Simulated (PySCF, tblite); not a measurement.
# 4h-pyran-4-one (C5H4O2): isotopologues and vibrational averages

How do isotopes change the rotational constants and shieldings of 4h-pyran-4-one (C5H4O2) (`O=c1ccocc1`)?

Programs: PySCF 2.14.0 with density-fitted response routines of our own, and tblite 0.8.0. All values are computed, except where a source is named. Atoms count from 0 throughout.

## 1. The starting structure

11 atoms, charge 0, multiplicity 1; geometry from: force field or distance geometry start.

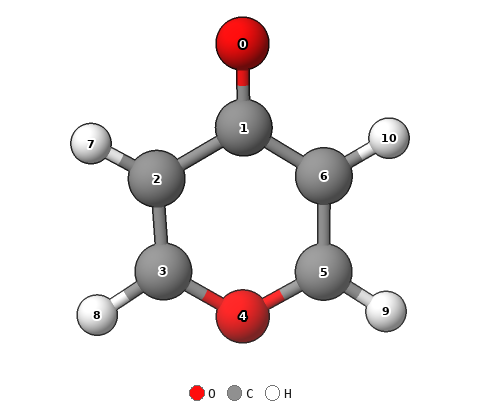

The starting geometry (oxygen red, carbon grey, hydrogen white), atoms numbered.

## 2. GFN2-xTB relaxation, lowest of a short conformer search

What the job is given:

```
{"job": {"xc": "GFN2-xTB", "basis": "xTB", "kind": "relax"}, "charge": 0, "multiplicity": 1}
O      0.115000     2.413700    -0.132200
C      0.037500     1.190500    -0.104400
C      1.249300     0.390300     0.018300
C      1.087800    -0.956700     0.038500
O     -0.095300    -1.580000     0.100600
C     -1.223400    -0.880900    -0.005000
C     -1.154900     0.521400    -0.079100
H      2.220700     0.869200     0.025600
H      2.004400    -1.634100     0.133600
H     -2.153900    -1.431000     0.026000
H     -2.065600     1.108100    -0.125800
```

On the command line:

```bash
> OMP_NUM_THREADS=1 python ens_run.py task.json out
```

This one command runs the whole study; its stages follow in the order run.

The log of the run:

```text
step      E/eV     max force
  0    -566.64609    5.344
  1    -566.91969    2.770
  2    -567.00538    0.823
  3    -567.02628    0.527
  4    -567.04480    0.372
  5    -567.05876    0.483
  6    -567.06426    0.211
  7    -567.06811    0.175
  8    -567.07046    0.128
  9    -567.07113    0.091
 10    -567.07153    0.060
 11    -567.07177    0.046
 12    -567.07191    0.032
 13    -567.07198    0.022
 14    -567.07202    0.020
 15    -567.07205    0.019
 16    -567.07208    0.013
 17    -567.07210    0.013
 18    -567.07212    0.013
 19    -567.07214    0.011
 20    -567.07215    0.009
 21    -567.07216    0.007
 22    -567.07216    0.006
 23    -567.07217    0.007
 24    -567.07217    0.008
 25    -567.07218    0.005
 26    -567.07218    0.003
```

Wall time 0.1 s (1 thread of Arm Neoverse V2, shared host).

Gain 0.426 eV; displacement 0.06 Å root mean square.

## 3. Tight optimisation and Hessian

What the job is given:

```
{"job": {"xc": "PBE0", "basis": "pcSseg-1", "grid": 2, "temperatures": [298.15, 1000], "kind": "geom"}, "charge": 0, "multiplicity": 1}
O      0.133753     2.467821    -0.145513
C      0.068908     1.254838    -0.077863
C      1.238029     0.376082     0.004803
C      1.098832    -0.955148     0.074659
O     -0.083083    -1.591661     0.077293
C     -1.190665    -0.836640     0.004532
C     -1.187381     0.501573    -0.070374
H      2.215492     0.829184     0.006737
H      1.926768    -1.648154     0.136037
H     -2.087834    -1.440374     0.012913
H     -2.111121     1.053162    -0.127079
```

The log of the run:

```text
step   0  E = -9331.6372880 eV  max force = 0.38553
step   1  E = -9331.6472767 eV  max force = 0.09183
step   2  E = -9331.6475682 eV  max force = 0.00664
step   3  E = -9331.6475689 eV  max force = 0.00101
step   4  E = -9331.6475689 eV  max force = 0.00101
step   5  E = -9331.6475689 eV  max force = 0.00009
harmonic wavenumbers (cm-1): 159.1 407.9 449.1 461.8 504.8 651.7 741.6 823.6 834.2 878.6 955.4 978.2 985.0 1025.3 1055.2 1216.6 1230.3 1352.1 1423.5 1441.3 1635.9 1703.9 1784.6 3229.2 3229.6 3247.6 3250.4
```

Wall time 10 min (1 thread of Arm Neoverse V2, shared host); peak memory 0.73 GiB.

## 4. Displacements along the modes, parent

What the job is given:

```
{"job": {"xc": "PBE0", "basis": "pcSseg-1", "grid": 2, "temperatures": [298.15, 1000], "kind": "vib", "mass_numbers": [16, 12, 12, 12, 16, 12, 12, 1, 1, 1, 1]}, "charge": 0, "multiplicity": 1}
O      0.133983     2.471579    -0.144347
C      0.068987     1.255632    -0.077887
C      1.240794     0.380594     0.003856
C      1.108579    -0.951667     0.074855
O     -0.082769    -1.585263     0.077211
C     -1.200025    -0.832203     0.003778
C     -1.189588     0.506357    -0.071018
H      2.230766     0.827170     0.006431
H      1.927782    -1.661025     0.137459
H     -2.090298    -1.453109     0.013764
H     -2.126514     1.052617    -0.127956
```

The log of the run:

```text
mode    cm-1    km/mol   phi_rrr   E(+)/cm-1  E(-)/cm-1
  1    159.11     6.50       0.6      29.12      29.15
  2    407.89     0.00      -0.4      73.66      73.67
  3    449.05    18.63       0.5      81.15      81.20
  4    461.76    10.12      -0.8      83.20      83.28
  5    504.75     0.47       6.2      91.11      90.67
  6    651.72     0.05      -0.2     117.32     117.34
  7    741.56     0.97       0.3     133.67     133.61
  8    823.64     0.03    -108.9     144.42     152.26
  9    834.16     0.00       0.6     151.58     151.43
 10    878.59    97.56       0.1     158.54     158.56
 11    955.42    93.45      90.0     175.23     168.75
 12    978.15     0.15       0.1     177.01     176.86
 13    985.03     0.00      -0.6     178.09     178.13
 14   1025.28     0.99      -3.4     184.56     184.81
 15   1055.21     2.56       0.4     190.18     190.15
 16   1216.63    11.37     -15.5     218.66     219.78
 17   1230.27     0.45      -0.4     221.61     221.62
 18   1352.09    87.92      -0.1     243.60     243.59
 19   1423.51     1.45      -2.7     256.34     256.54
 20   1441.27   105.65       0.0     259.56     259.55
 21   1635.88     2.28       0.6     294.72     294.68
 22   1703.92    21.33    -169.6     300.77     312.98
 23   1784.62   467.20    -418.2     306.78     336.85
 24   3229.18     1.57     314.7     594.34     571.73
 25   3229.62     0.16     728.2     609.37     557.03
 26   3247.62     1.17     127.5     590.61     581.45
 27   3250.42     0.44    1055.2     624.69     548.79
```

Run time: 12 min. Hardware: 1 thread of Arm Neoverse V2, shared host; peak memory 0.77 GiB.

## 5. Displacements along the modes, 2H at atom 8

Changed since step 4:

```diff
@@ -1,2 +1,2 @@
-{"job": {"xc": "PBE0", "basis": "pcSseg-1", "grid": 2, "temperatures": [298.15, 1000], "kind": "vib", "mass_numbers": [16, 12, 12, 12, 16, 12, 12, 1, 1, 1, 1]}, "charge": 0, "multiplicity": 1}
+{"job": {"xc": "PBE0", "basis": "pcSseg-1", "grid": 2, "temperatures": [298.15, 1000], "kind": "vib", "mass_numbers": [16, 12, 12, 12, 16, 12, 12, 1, 2, 1, 1]}, "charge": 0, "multiplicity": 1}
 O      0.133983     2.471579    -0.144347
```

The log of the run:

```text
mode    cm-1    km/mol   phi_rrr   E(+)/cm-1  E(-)/cm-1
  1    159.09     6.50      -0.6      29.15      29.12
  2    377.46     3.15       0.5      68.34      68.35
  3    434.22    14.97       0.2      78.58      78.62
  4    458.94     9.99       0.2      82.73      82.73
  5    504.22     0.43       6.4      91.03      90.56
  6    644.00     0.08      -3.4     115.81     116.06
  7    736.56     4.70      -0.0     132.96     132.97
  8    750.16     2.21       0.4     135.44     135.31
  9    799.28     2.20     -75.1     141.26     146.67
 10    858.15    44.17      -0.7     155.67     155.75
 11    912.69    49.43      80.5     167.32     161.52
 12    921.92    36.26      -0.2     168.42     168.40
 13    981.82     0.01      -1.1     178.27     178.44
 14    983.68    40.75      51.5     178.99     175.28
 15   1015.91     0.85      -0.6     183.00     183.04
 16   1102.78     7.04      29.9     199.88     197.72
 17   1229.92     0.48      -4.1     221.42     221.73
 18   1277.09    28.26     107.3     233.96     226.22
 19   1393.65    67.06     -19.9     250.35     251.77
 20   1437.14    97.38       9.6     259.21     258.51
 21   1621.12     6.44    -133.2     287.27     296.85
 22   1692.27    28.88    -198.8     297.66     311.97
 23   1783.95   461.02     431.9     337.25     306.20
 24   2405.63     3.63    1186.2     478.42     393.20
 25   3229.34     0.80     885.9     616.36     552.75
 26   3235.12     0.29   -1940.6     518.12     657.40
 27   3248.89     0.87    1465.2     640.64     535.35
```

Run time: 12 min. Hardware: 1 thread of Arm Neoverse V2, shared host; peak memory 0.76 GiB.

## 6. Vibrational averages by isotopologue

What the job is given:

```
{"job": {"xc": "PBE0", "basis": "pcSseg-1", "grid": 2, "temperatures": [298.15, 1000], "kind": "iso"}, "charge": 0, "multiplicity": 1}
O      0.133983     2.471579    -0.144347
C      0.068987     1.255632    -0.077887
C      1.240794     0.380594     0.003856
C      1.108579    -0.951667     0.074855
O     -0.082769    -1.585263     0.077211
C     -1.200025    -0.832203     0.003778
C     -1.189588     0.506357    -0.071018
H      2.230766     0.827170     0.006431
H      1.927782    -1.661025     0.137459
H     -2.090298    -1.453109     0.013764
H     -2.126514     1.052617    -0.127956
```

The log of the run:

```text
parent
  Be/MHz 5915.708 2727.574 1866.829
  B0/MHz 5861.512 2716.945 1856.54
  ZPE/cm-1 17828.2
  <sigma>(0 K)/ppm -238.532 7.940 55.349 22.124 91.391 22.122 55.351 24.716 23.430 23.430 24.716
2H at atom 8
  Be/MHz 5656.748 2682.066 1819.416
  B0/MHz 5606.475 2671.431 1809.423
  ZPE/cm-1 17097.5
  <sigma>(0 K)/ppm -238.483 7.927 55.547 22.439 91.690 22.160 55.317 24.716 23.523 23.430 24.714
```

Wall time 34 min (1 thread of Arm Neoverse V2, shared host); peak memory 0.77 GiB. This counts the whole study up to here.

Rotational constants (MHz) at equilibrium and in the ground state:

```
isotopologue                      Be                      B0  zero-point change (cm⁻¹)
      parent  5915.7, 2727.6, 1866.8  5861.5, 2716.9, 1856.5                       0.0
2H at atom 8  5656.7, 2682.1, 1819.4  5606.5, 2671.4, 1809.4                    -730.7
```

Shieldings of the first species (ppm): at equilibrium, the vibrational parts at 0 K, and the averages:

```
atom  equilibrium  anharmonic  harmonic      0 K  298.15 K   1000 K
  O0      -223.96       -1.76    -12.81  -238.53   -241.17  -257.24
  C1         9.86       -0.47     -1.45     7.94      7.70     5.80
  C2        59.21       -1.01     -2.85    55.35     55.26    53.47
  C3        25.75       -1.26     -2.37    22.12     21.97    20.00
  O4       102.22       -2.29     -8.53    91.39     91.09    85.83
  C5        25.75       -1.27     -2.36    22.12     21.97    20.00
  C6        59.22       -1.01     -2.85    55.35     55.26    53.47
  H7        25.16       -0.09     -0.36    24.72     24.71    24.55
  H8        23.87       -0.11     -0.33    23.43     23.43    23.31
  H9        23.87       -0.11     -0.33    23.43     23.43    23.31
 H10        25.16       -0.09     -0.36    24.72     24.71    24.55
```

Isotope effects on the shieldings at 0 K (ppb; positive means more shielded):

```
atom  2H at atom 8
  O0            50
  C1           -13
  C2           198
  C3           315
  O4           300
  C5            37
  C6           -34
  H7             0
  H8            93
  H9             0
 H10            -2
```

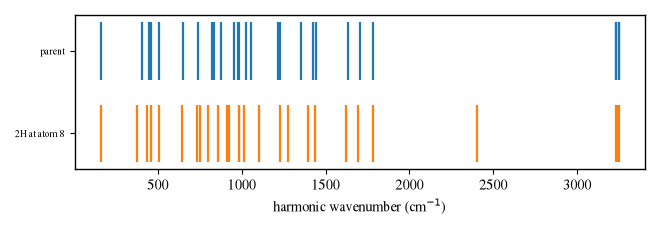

Harmonic wavenumbers of each isotopologue.

## 7. Summary of results

```
                  quantity                       value
               point group                         C2v
   B0 of the first species  5861.5, 2716.9, 1856.5 MHz
         zero-point energy                  17828 cm⁻¹
zero-point change of σ(O0)                  -14.58 ppm
```

**Reading.** Zero-point motion changes the shielding of O0 most, by -14.58 ppm. The largest secondary isotope effect is 315 ppb on C3, 1 bond from the change (2H at atom 8). The job flags a low mode; perturbation theory is less sure for low modes.
